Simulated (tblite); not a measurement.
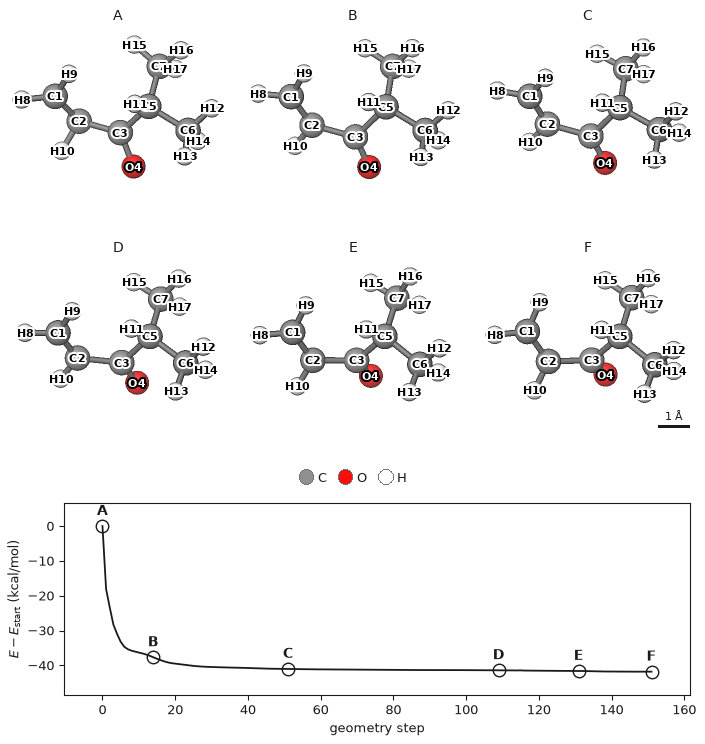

Frames of a relaxation of C6H10O (charge +1, multiplicity 2), marked on the history of the run. A ball-and-stick model, seen face on.

Method: tblite 0.8.0, GFN2-xTB geometry optimisation, gas phase. 

### Describe the path.

The largest move after the best rigid fit is that of O4, 1.23 Å. By element the largest moves are O 1.23 Å, H 0.69 Å, C 0.62 Å. Some distances before and after: C1–C2 1.472 → 1.320 Å, C3–C5 1.485 → 1.592 Å, C3–O4 1.232 → 1.177 Å, C2–H10 1.132 → 1.087 Å. Among the angles between lasting bonds that change: C1–C2–H10 106.6° → 122.2°, C2–C3–C5 125.3° → 112.0°, C3–C5–C7 116.0° → 103.5°. Groups turn about C3–C5 by about 55°. After 151 geometry steps the energy has fallen by 41.8 kcal/mol. The run took 0.7 s on 1 thread of Arm Neoverse V2, on a shared host. From step 0 to 14: C2 moves most (0.39 Å), energy −37.7 kcal/mol. From step 14 to 51: H12 moves most (0.48 Å), energy −3.32 kcal/mol. From step 51 to 109: O4 moves most (0.49 Å), energy −0.39 kcal/mol. From step 109 to 131: H10 moves most (0.40 Å), energy −0.20 kcal/mol. From step 131 to 151: H atoms move most (0.27 Å), energy −0.21 kcal/mol.

```
step  E − E(0), kcal/mol
   0                0.00
   1              -18.13
   2              -23.33
   3              -28.29
   4              -30.94
   5              -33.21
   6              -34.66
   7              -35.38
   8              -35.78
   9              -36.07
  10              -36.33
  17              -38.86
  25              -40.15
  32              -40.55
  40              -40.76
  47              -40.97
  55              -41.09
  62              -41.17
  69              -41.23
  77              -41.29
  84              -41.33
  92              -41.36
  99              -41.37
 106              -41.39
 114              -41.46
 121              -41.56
 129              -41.59
 136              -41.72
 144              -41.81
 151              -41.81
```
